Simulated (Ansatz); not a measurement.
CH6FNOSi: molecular dynamics (part 1 of 6)

System: CH6FNOSi, SMILES NC(F)[SiH2]O.
Method: RKS CAM-B3LYP-D4/6-31G* (Ansatz 0.2.0).

It belongs to a series of runs on one base structure; here: dynamics from the start. Figures and captions count atoms from 1; the log counts them from 0 in places.

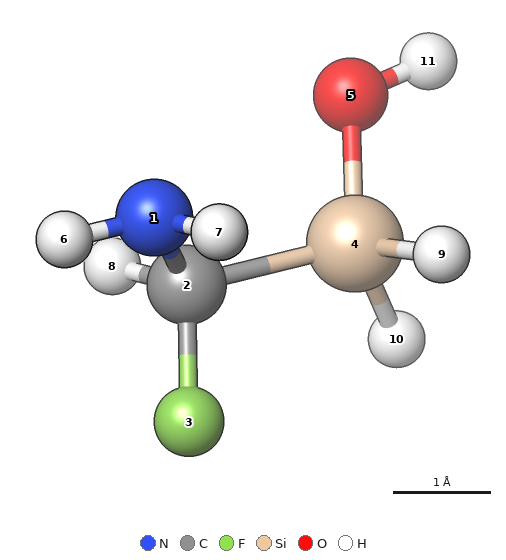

**Figure 1.** The input geometry (ball-and-stick view, seen at a tilt; atoms are numbered from 1 in the order of the input).

## Key numbers

- outcome: finished
- mean temperature over the second half: 286 K
- trajectory: 300 steps, 75 fs
- ensemble: nve
- temperature in the input: 500.0 K
- time step: 0.25 fs
- potential energy (last step): −15263.7315 eV
- mean-field energy (last step): −15263.5647 eV
- largest force (length of the vector) (last step): 2.012 eV/Å
- hardware: 2 threads of Arm Neoverse N1, 16 GiB of memory available, shared host
- wall time: 16 min (CPU time 31 min)
- peak memory: 0.2 GiB

So short a trajectory is not equilibrated.

## Input
```yaml
crystal:
  periodic: [false, false, false]
  atoms:
    - { symbol: "N", position_ang: [-0.842726, -0.855144, 1.177721] }
    - { symbol: C, position_ang: [0.341584, -0.747652, 0.417186] }
    - { symbol: F, position_ang: [1.506019, -0.607015, 1.227876] }
    - { symbol: Si, position_ang: [0.339577, 0.79641, -0.675344] }
    - { symbol: O, position_ang: [-0.727341, 0.534518, -1.914655] }
    - { symbol: H, position_ang: [-0.854107, -1.674249, 1.777974] }
    - { symbol: H, position_ang: [-1.019533, -0.029024, 1.73994] }
    - { symbol: H, position_ang: [0.481939, -1.671, -0.153153] }
    - { symbol: H, position_ang: [-0.065048, 1.933318, 0.199156] }
    - { symbol: H, position_ang: [1.712789, 1.049708, -1.180702] }
    - { symbol: H, position_ang: [-0.807653, 1.213231, -2.595399] }
basis:
  gaussian: { orbitals: "6-31G*" }
hamiltonian:
  xc: cam_b3lyp
  dispersion: d4
md:
  timestep: 0.25
  n_steps: 300
  ensemble: nve
  temperature: 500.0
  initial_velocities: maxwell_boltzmann
  seed: 602423
scf:
  lower_state_search: "off"
```

Command:
```bash
ansatz run input.yaml --threads 2 --pin off --max-ram 3072MiB --backend cpu --events-out ev --progress --plain --runs-dir out
```

## What the program printed
```
Engine: ansatz 0.2.0, aarch64-unknown-linux-gnu
Functional definition: CAM-B3LYP
  parameter alpha = 0.19
  parameter beta = 0.46
  parameter omega = 0.33/bohr
  parameter ac = 0.81
  exchange = (1 - alpha - beta)*b88_x + beta*b88_x_sr(omega) + alpha*exact_x + beta*exact_x_lr(omega)
  correlation = (1 - ac)*vwn5_c + ac*lyp_c
these checks for a lower state are left out or cut short: stability, starts, cluster_reference, orbital_swaps, neighbouring_geometries, increment
977 factors; integrals over basis functions are off by at most 6.2e-4 eV
340 factors; integrals over basis functions are off by at most 5.9e-7 eV
mean field evaluation 1: about -15257.6486 eV, gradient 5.9e1 eV
mean field evaluation 2: about -15255.2984 eV, gradient 7.0e1 eV
mean field evaluation 4: about -15263.7457 eV, gradient 2.3e0 eV
mean field evaluation 8: about -15263.7719 eV, gradient 1.4e-1 eV
mean field evaluation 16: about -15263.7719 eV, gradient 5.7e-6 eV
mean field -15263.77193105 eV, -560.9332723097 hartree, gradient 5.8e-6 eV, S^2 0.000000; 0 other end points of the search recorded, 0 dependent functions left out
the calculation of the forces begins
reference -15263.77203884 eV, -560.9332762710 hartree; 25, 25 occupied and 66, 66 virtual orbitals, 977 factors
md step     0: t =     0.00 fs  T =   500.0 K  F+E_penalty+E_count = -15263.94154728 eV  E_kin = 0.581670 eV  conserved = -15263.35987729 eV  (15 SCF iters)
these checks for a lower state are left out or cut short: stability, starts, cluster_reference, orbital_swaps, neighbouring_geometries, increment
977 factors; integrals over basis functions are off by at most 6.2e-4 eV
340 factors; integrals over basis functions are off by at most 5.9e-7 eV
mean field -15263.76792138 eV, -560.9331249574 hartree, gradient 1.5e-6 eV, S^2 0.000000; 0 other end points of the search recorded, 0 dependent functions left out
the calculation of the forces begins
reference -15263.76802915 eV, -560.9331289177 hartree; 25, 25 occupied and 66, 66 virtual orbitals, 977 factors
md step     1: t =     0.25 fs  T =   496.5 K  F+E_penalty+E_count = -15263.93748260 eV  E_kin = 0.577602 eV  conserved = -15263.35988090 eV  (21 SCF iters)
[... from here on the SCF iterations and repeated set-up lines of each step are left out, up to the last step ...]
md step     2: t =     0.50 fs  T =   485.9 K  F+E_penalty+E_count = -15263.92515136 eV  E_kin = 0.565320 eV  conserved = -15263.35983170 eV  (21 SCF iters)
md step     3: t =     0.75 fs  T =   469.1 K  F+E_penalty+E_count = -15263.90544613 eV  E_kin = 0.545718 eV  conserved = -15263.35972854 eV  (21 SCF iters)
md step     4: t =     1.00 fs  T =   447.4 K  F+E_penalty+E_count = -15263.88009708 eV  E_kin = 0.520518 eV  conserved = -15263.35957937 eV  (16 SCF iters)
md step     5: t =     1.25 fs  T =   423.0 K  F+E_penalty+E_count = -15263.85153591 eV  E_kin = 0.492134 eV  conserved = -15263.35940222 eV  (16 SCF iters)
md step     6: t =     1.50 fs  T =   398.3 K  F+E_penalty+E_count = -15263.82260531 eV  E_kin = 0.463381 eV  conserved = -15263.35922387 eV  (15 SCF iters)
md step     7: t =     1.75 fs  T =   375.7 K  F+E_penalty+E_count = -15263.79614007 eV  E_kin = 0.437065 eV  conserved = -15263.35907496 eV  (15 SCF iters)
md step     8: t =     2.00 fs  T =   357.2 K  F+E_penalty+E_count = -15263.77449477 eV  E_kin = 0.415512 eV  conserved = -15263.35898238 eV  (15 SCF iters)
md step     9: t =     2.25 fs  T =   344.0 K  F+E_penalty+E_count = -15263.75912893 eV  E_kin = 0.400167 eV  conserved = -15263.35896240 eV  (15 SCF iters)
md step    10: t =     2.50 fs  T =   336.4 K  F+E_penalty+E_count = -15263.75035867 eV  E_kin = 0.391343 eV  conserved = -15263.35901572 eV  (15 SCF iters)
md step    11: t =     2.75 fs  T =   333.7 K  F+E_penalty+E_count = -15263.74734537 eV  E_kin = 0.388218 eV  conserved = -15263.35912752 eV  (15 SCF iters)
md step    12: t =     3.00 fs  T =   334.4 K  F+E_penalty+E_count = -15263.74832001 eV  E_kin = 0.389048 eV  conserved = -15263.35927196 eV  (15 SCF iters)
md step    13: t =     3.25 fs  T =   336.6 K  F+E_penalty+E_count = -15263.75097511 eV  E_kin = 0.391554 eV  conserved = -15263.35942079 eV  (15 SCF iters)
md step    14: t =     3.50 fs  T =   338.1 K  F+E_penalty+E_count = -15263.75290975 eV  E_kin = 0.393361 eV  conserved = -15263.35954830 eV  (15 SCF iters)
md step    15: t =     3.75 fs  T =   337.3 K  F+E_penalty+E_count = -15263.75202813 eV  E_kin = 0.392391 eV  conserved = -15263.35963737 eV  (15 SCF iters)
md step    16: t =     4.00 fs  T =   332.8 K  F+E_penalty+E_count = -15263.74681522 eV  E_kin = 0.387135 eV  conserved = -15263.35968044 eV  (15 SCF iters)
md step    17: t =     4.25 fs  T =   323.9 K  F+E_penalty+E_count = -15263.73646777 eV  E_kin = 0.376789 eV  conserved = -15263.35967829 eV  (15 SCF iters)
md step    18: t =     4.50 fs  T =   310.5 K  F+E_penalty+E_count = -15263.72089602 eV  E_kin = 0.361259 eV  conserved = -15263.35963739 eV  (15 SCF iters)
md step    19: t =     4.75 fs  T =   293.2 K  F+E_penalty+E_count = -15263.70063316 eV  E_kin = 0.341066 eV  conserved = -15263.35956690 eV  (15 SCF iters)
md step    20: t =     5.00 fs  T =   272.7 K  F+E_penalty+E_count = -15263.67669545 eV  E_kin = 0.317218 eV  conserved = -15263.35947784 eV  (15 SCF iters)
md step    21: t =     5.25 fs  T =   250.2 K  F+E_penalty+E_count = -15263.65042186 eV  E_kin = 0.291043 eV  conserved = -15263.35937930 eV  (15 SCF iters)
md step    22: t =     5.50 fs  T =   227.0 K  F+E_penalty+E_count = -15263.62332352 eV  E_kin = 0.264044 eV  conserved = -15263.35927973 eV  (15 SCF iters)
md step    23: t =     5.75 fs  T =   204.4 K  F+E_penalty+E_count = -15263.59694747 eV  E_kin = 0.237761 eV  conserved = -15263.35918613 eV  (15 SCF iters)
md step    24: t =     6.00 fs  T =   183.7 K  F+E_penalty+E_count = -15263.57276176 eV  E_kin = 0.213658 eV  conserved = -15263.35910404 eV  (15 SCF iters)
md step    25: t =     6.25 fs  T =   165.9 K  F+E_penalty+E_count = -15263.55206131 eV  E_kin = 0.193023 eV  conserved = -15263.35903810 eV  (15 SCF iters)
md step    26: t =     6.50 fs  T =   152.1 K  F+E_penalty+E_count = -15263.53589158 eV  E_kin = 0.176900 eV  conserved = -15263.35899164 eV  (15 SCF iters)
md step    27: t =     6.75 fs  T =   142.7 K  F+E_penalty+E_count = -15263.52499052 eV  E_kin = 0.166023 eV  conserved = -15263.35896713 eV  (15 SCF iters)
md step    28: t =     7.00 fs  T =   138.2 K  F+E_penalty+E_count = -15263.51974714 eV  E_kin = 0.160781 eV  conserved = -15263.35896595 eV  (15 SCF iters)
md step    29: t =     7.25 fs  T =   138.6 K  F+E_penalty+E_count = -15263.52017817 eV  E_kin = 0.161190 eV  conserved = -15263.35898840 eV  (15 SCF iters)
md step    30: t =     7.50 fs  T =   143.5 K  F+E_penalty+E_count = -15263.52592381 eV  E_kin = 0.166890 eV  conserved = -15263.35903356 eV  (15 SCF iters)
md step    31: t =     7.75 fs  T =   152.3 K  F+E_penalty+E_count = -15263.53626386 eV  E_kin = 0.177165 eV  conserved = -15263.35909924 eV  (15 SCF iters)
md step    32: t =     8.00 fs  T =   164.2 K  F+E_penalty+E_count = -15263.55015547 eV  E_kin = 0.190974 eV  conserved = -15263.35918189 eV  (15 SCF iters)
md step    33: t =     8.25 fs  T =   178.0 K  F+E_penalty+E_count = -15263.56629346 eV  E_kin = 0.207017 eV  conserved = -15263.35927646 eV  (15 SCF iters)
md step    34: t =     8.50 fs  T =   192.4 K  F+E_penalty+E_count = -15263.58319444 eV  E_kin = 0.223818 eV  conserved = -15263.35937649 eV  (15 SCF iters)
md step    35: t =     8.75 fs  T =   206.2 K  F+E_penalty+E_count = -15263.59930492 eV  E_kin = 0.239831 eV  conserved = -15263.35947378 eV  (15 SCF iters)
md step    36: t =     9.00 fs  T =   218.0 K  F+E_penalty+E_count = -15263.61313402 eV  E_kin = 0.253575 eV  conserved = -15263.35955869 eV  (16 SCF iters)
md step    37: t =     9.25 fs  T =   226.7 K  F+E_penalty+E_count = -15263.62340700 eV  E_kin = 0.263786 eV  conserved = -15263.35962063 eV  (16 SCF iters)
md step    38: t =     9.50 fs  T =   231.7 K  F+E_penalty+E_count = -15263.62923048 eV  E_kin = 0.269581 eV  conserved = -15263.35964920 eV  (16 SCF iters)
md step    39: t =     9.75 fs  T =   232.6 K  F+E_penalty+E_count = -15263.63025119 eV  E_kin = 0.270615 eV  conserved = -15263.35963596 eV  (16 SCF iters)
md step    40: t =    10.00 fs  T =   229.7 K  F+E_penalty+E_count = -15263.62677908 eV  E_kin = 0.267202 eV  conserved = -15263.35957695 eV  (16 SCF iters)
md step    41: t =    10.25 fs  T =   223.8 K  F+E_penalty+E_count = -15263.61983710 eV  E_kin = 0.260362 eV  conserved = -15263.35947540 eV  (16 SCF iters)
md step    42: t =    10.50 fs  T =   216.4 K  F+E_penalty+E_count = -15263.61109911 eV  E_kin = 0.251756 eV  conserved = -15263.35934345 eV  (16 SCF iters)
md step    43: t =    10.75 fs  T =   209.3 K  F+E_penalty+E_count = -15263.60269211 eV  E_kin = 0.243490 eV  conserved = -15263.35920183 eV  (15 SCF iters)
md step    44: t =    11.00 fs  T =   204.4 K  F+E_penalty+E_count = -15263.59686995 eV  E_kin = 0.237793 eV  conserved = -15263.35907657 eV  (15 SCF iters)
md step    45: t =    11.25 fs  T =   203.4 K  F+E_penalty+E_count = -15263.59560982 eV  E_kin = 0.236616 eV  conserved = -15263.35899342 eV  (14 SCF iters)
md step    46: t =    11.50 fs  T =   207.4 K  F+E_penalty+E_count = -15263.60021936 eV  E_kin = 0.241249 eV  conserved = -15263.35897053 eV  (15 SCF iters)
md step    47: t =    11.75 fs  T =   216.7 K  F+E_penalty+E_count = -15263.61105949 eV  E_kin = 0.252046 eV  conserved = -15263.35901318 eV  (15 SCF iters)
md step    48: t =    12.00 fs  T =   230.7 K  F+E_penalty+E_count = -15263.62746291 eV  E_kin = 0.268350 eV  conserved = -15263.35911245 eV  (14 SCF iters)
md step    49: t =    12.25 fs  T =   248.1 K  F+E_penalty+E_count = -15263.64787117 eV  E_kin = 0.288624 eV  conserved = -15263.35924762 eV  (14 SCF iters)
md step    50: t =    12.50 fs  T =   267.1 K  F+E_penalty+E_count = -15263.67014910 eV  E_kin = 0.310756 eV  conserved = -15263.35939267 eV  (14 SCF iters)
md step    51: t =    12.75 fs  T =   285.8 K  F+E_penalty+E_count = -15263.69198397 eV  E_kin = 0.332461 eV  conserved = -15263.35952299 eV  (14 SCF iters)
md step    52: t =    13.00 fs  T =   302.3 K  F+E_penalty+E_count = -15263.71126713 eV  E_kin = 0.351647 eV  conserved = -15263.35962063 eV  (15 SCF iters)
md step    53: t =    13.25 fs  T =   315.2 K  F+E_penalty+E_count = -15263.72637921 eV  E_kin = 0.366703 eV  conserved = -15263.35967651 eV  (15 SCF iters)
md step    54: t =    13.50 fs  T =   323.8 K  F+E_penalty+E_count = -15263.73634227 eV  E_kin = 0.376653 eV  conserved = -15263.35968964 eV  (15 SCF iters)
md step    55: t =    13.75 fs  T =   327.7 K  F+E_penalty+E_count = -15263.74084502 eV  E_kin = 0.381180 eV  conserved = -15263.35966540 eV  (15 SCF iters)
md step    56: t =    14.00 fs  T =   327.1 K  F+E_penalty+E_count = -15263.74017087 eV  E_kin = 0.380558 eV  conserved = -15263.35961250 eV  (15 SCF iters)
md step    57: t =    14.25 fs  T =   322.8 K  F+E_penalty+E_count = -15263.73507005 eV  E_kin = 0.375529 eV  conserved = -15263.35954067 eV  (15 SCF iters)
md step    58: t =    14.50 fs  T =   315.6 K  F+E_penalty+E_count = -15263.72661128 eV  E_kin = 0.367152 eV  conserved = -15263.35945909 eV  (15 SCF iters)
md step    59: t =    14.75 fs  T =   306.6 K  F+E_penalty+E_count = -15263.71603770 eV  E_kin = 0.356662 eV  conserved = -15263.35937557 eV  (15 SCF iters)
md step    60: t =    15.00 fs  T =   296.9 K  F+E_penalty+E_count = -15263.70464045 eV  E_kin = 0.345344 eV  conserved = -15263.35929652 eV  (15 SCF iters)
md step    61: t =    15.25 fs  T =   287.5 K  F+E_penalty+E_count = -15263.69365403 eV  E_kin = 0.334427 eV  conserved = -15263.35922688 eV  (15 SCF iters)
md step    62: t =    15.50 fs  T =   279.4 K  F+E_penalty+E_count = -15263.68417370 eV  E_kin = 0.325003 eV  conserved = -15263.35917046 eV  (15 SCF iters)
md step    63: t =    15.75 fs  T =   273.3 K  F+E_penalty+E_count = -15263.67709184 eV  E_kin = 0.317962 eV  conserved = -15263.35912981 eV  (15 SCF iters)
md step    64: t =    16.00 fs  T =   269.9 K  F+E_penalty+E_count = -15263.67305200 eV  E_kin = 0.313945 eV  conserved = -15263.35910677 eV  (15 SCF iters)
md step    65: t =    16.25 fs  T =   269.3 K  F+E_penalty+E_count = -15263.67241834 eV  E_kin = 0.313316 eV  conserved = -15263.35910270 eV  (15 SCF iters)
md step    66: t =    16.50 fs  T =   271.8 K  F+E_penalty+E_count = -15263.67525784 eV  E_kin = 0.316141 eV  conserved = -15263.35911692 eV  (15 SCF iters)
md step    67: t =    16.75 fs  T =   277.0 K  F+E_penalty+E_count = -15263.68134100 eV  E_kin = 0.322192 eV  conserved = -15263.35914908 eV  (15 SCF iters)
md step    68: t =    17.00 fs  T =   284.5 K  F+E_penalty+E_count = -15263.69015284 eV  E_kin = 0.330955 eV  conserved = -15263.35919782 eV  (15 SCF iters)
md step    69: t =    17.25 fs  T =   293.7 K  F+E_penalty+E_count = -15263.70091977 eV  E_kin = 0.341659 eV  conserved = -15263.35926064 eV  (15 SCF iters)
md step    70: t =    17.50 fs  T =   303.7 K  F+E_penalty+E_count = -15263.71265171 eV  E_kin = 0.353317 eV  conserved = -15263.35933424 eV  (15 SCF iters)
md step    71: t =    17.75 fs  T =   313.6 K  F+E_penalty+E_count = -15263.72420083 eV  E_kin = 0.364786 eV  conserved = -15263.35941436 eV  (14 SCF iters)
md step    72: t =    18.00 fs  T =   322.2 K  F+E_penalty+E_count = -15263.73433775 eV  E_kin = 0.374844 eV  conserved = -15263.35949409 eV  (15 SCF iters)
md step    73: t =    18.25 fs  T =   328.6 K  F+E_penalty+E_count = -15263.74185412 eV  E_kin = 0.382288 eV  conserved = -15263.35956643 eV  (15 SCF iters)
md step    74: t =    18.50 fs  T =   331.9 K  F+E_penalty+E_count = -15263.74568343 eV  E_kin = 0.386061 eV  conserved = -15263.35962220 eV  (15 SCF iters)
md step    75: t =    18.75 fs  T =   331.3 K  F+E_penalty+E_count = -15263.74504450 eV  E_kin = 0.385393 eV  conserved = -15263.35965175 eV  (15 SCF iters)
md step    76: t =    19.00 fs  T =   326.6 K  F+E_penalty+E_count = -15263.73959056 eV  E_kin = 0.379945 eV  conserved = -15263.35964571 eV  (15 SCF iters)
md step    77: t =    19.25 fs  T =   318.0 K  F+E_penalty+E_count = -15263.72954372 eV  E_kin = 0.369945 eV  conserved = -15263.35959841 eV  (15 SCF iters)
md step    78: t =    19.50 fs  T =   306.2 K  F+E_penalty+E_count = -15263.71577526 eV  E_kin = 0.356266 eV  conserved = -15263.35950974 eV  (15 SCF iters)
md step    79: t =    19.75 fs  T =   292.6 K  F+E_penalty+E_count = -15263.69979381 eV  E_kin = 0.340406 eV  conserved = -15263.35938788 eV  (15 SCF iters)
md step    80: t =    20.00 fs  T =   278.8 K  F+E_penalty+E_count = -15263.68360515 eV  E_kin = 0.324355 eV  conserved = -15263.35925016 eV  (15 SCF iters)
md step    81: t =    20.25 fs  T =   266.7 K  F+E_penalty+E_count = -15263.66943438 eV  E_kin = 0.310313 eV  conserved = -15263.35912100 eV  (15 SCF iters)
md step    82: t =    20.50 fs  T =   258.2 K  F+E_penalty+E_count = -15263.65934349 eV  E_kin = 0.300316 eV  conserved = -15263.35902723 eV  (15 SCF iters)
md step    83: t =    20.75 fs  T =   254.3 K  F+E_penalty+E_count = -15263.65482047 eV  E_kin = 0.295830 eV  conserved = -15263.35899054 eV  (15 SCF iters)
md step    84: t =    21.00 fs  T =   255.7 K  F+E_penalty+E_count = -15263.65644803 eV  E_kin = 0.297427 eV  conserved = -15263.35902099 eV  (15 SCF iters)
md step    85: t =    21.25 fs  T =   261.9 K  F+E_penalty+E_count = -15263.66375023 eV  E_kin = 0.304637 eV  conserved = -15263.35911370 eV  (15 SCF iters)
md step    86: t =    21.50 fs  T =   271.6 K  F+E_penalty+E_count = -15263.67526825 eV  E_kin = 0.316018 eV  conserved = -15263.35924991 eV  (15 SCF iters)
md step    87: t =    21.75 fs  T =   283.2 K  F+E_penalty+E_count = -15263.68884673 eV  E_kin = 0.329444 eV  conserved = -15263.35940242 eV  (14 SCF iters)
md step    88: t =    22.00 fs  T =   294.4 K  F+E_penalty+E_count = -15263.70204966 eV  E_kin = 0.342506 eV  conserved = -15263.35954377 eV  (14 SCF iters)
md step    89: t =    22.25 fs  T =   303.4 K  F+E_penalty+E_count = -15263.71259184 eV  E_kin = 0.352940 eV  conserved = -15263.35965138 eV  (14 SCF iters)
md step    90: t =    22.50 fs  T =   308.6 K  F+E_penalty+E_count = -15263.71869131 eV  E_kin = 0.358979 eV  conserved = -15263.35971223 eV  (14 SCF iters)
md step    91: t =    22.75 fs  T =   309.1 K  F+E_penalty+E_count = -15263.71928113 eV  E_kin = 0.359558 eV  conserved = -15263.35972328 eV  (14 SCF iters)
md step    92: t =    23.00 fs  T =   304.6 K  F+E_penalty+E_count = -15263.71407010 eV  E_kin = 0.354381 eV  conserved = -15263.35968956 eV  (14 SCF iters)
md step    93: t =    23.25 fs  T =   295.6 K  F+E_penalty+E_count = -15263.70347764 eV  E_kin = 0.343857 eV  conserved = -15263.35962096 eV  (14 SCF iters)
md step    94: t =    23.50 fs  T =   282.8 K  F+E_penalty+E_count = -15263.68848641 eV  E_kin = 0.328957 eV  conserved = -15263.35952981 eV  (14 SCF iters)
md step    95: t =    23.75 fs  T =   267.4 K  F+E_penalty+E_count = -15263.67045539 eV  E_kin = 0.311027 eV  conserved = -15263.35942832 eV  (14 SCF iters)
md step    96: t =    24.00 fs  T =   250.7 K  F+E_penalty+E_count = -15263.65092968 eV  E_kin = 0.291602 eV  conserved = -15263.35932725 eV  (14 SCF iters)
```
